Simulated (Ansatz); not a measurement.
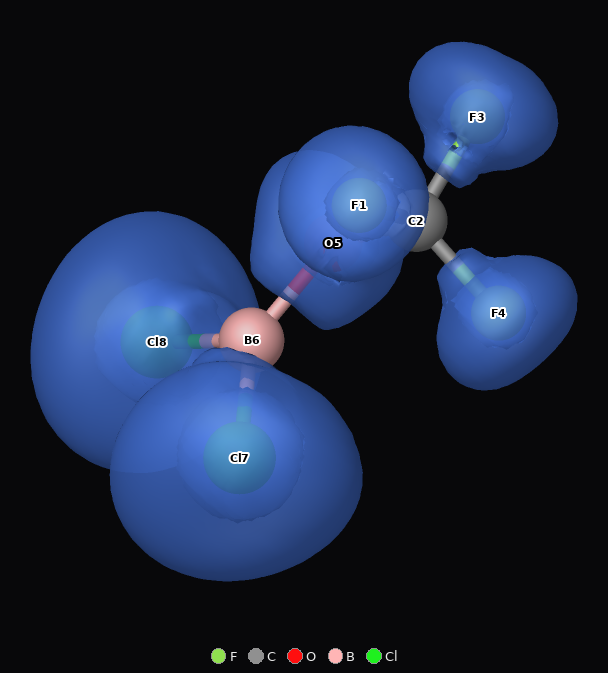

*CBCl2F3O. Isosurface of the electron localisation function at 0.75 (blue), seen at an oblique angle. Core shells and regions of very low density are left out.*

Geometry: PBE0-D4/def2-TZVP.

All numbers below come from RKS PBE0-D4/def2-TZVPP (Ansatz).

Input

```
crystal:
  periodic: [false, false, false]
  atoms:
    - {symbol: F, position_ang: [0.887183, -1.348756, -0.832577]}
    - {symbol: C, position_ang: [1.050510, -0.111705, -0.379027]}
    - {symbol: F, position_ang: [2.282476, 0.006930, 0.081274]}
    - {symbol: F, position_ang: [0.896134, 0.731627, -1.392751]}
    - {symbol: O, position_ang: [0.196678, 0.166086, 0.638915]}
    - {symbol: B, position_ang: [-1.166446, 0.159285, 0.592553]}
    - {symbol: Cl, position_ang: [-2.075741, -0.222721, -0.839357]}
    - {symbol: Cl, position_ang: [-1.978692, 0.562155, 2.075170]}
basis:
  gaussian: {orbitals: def2-TZVPP}
hamiltonian: {xc: pbe0, dispersion: d4}
output: {orbitals: {seedname: orbitals}}
```

Run with:

```sh
ansatz run in.yaml --threads 4 --pin off --events-out ev --progress --plain --max-ram 11315MiB
```

**What do the ELF domains correspond to?**

The surface consists of two regions on Cl in which the atom's valence shell and bonds are merged, three regions on F in which the atom's valence shell and bonds are merged and one region on O in which the atom's valence shell and bonds are merged. Profiles from the grid: C–F (1.32 Å): the ELF peaks at about 0.80 between the atoms (a shared but strongly polarised pair). C–O (1.36 Å): the ELF peaks at about 0.90 between the atoms; a shared but strongly polarised pair.
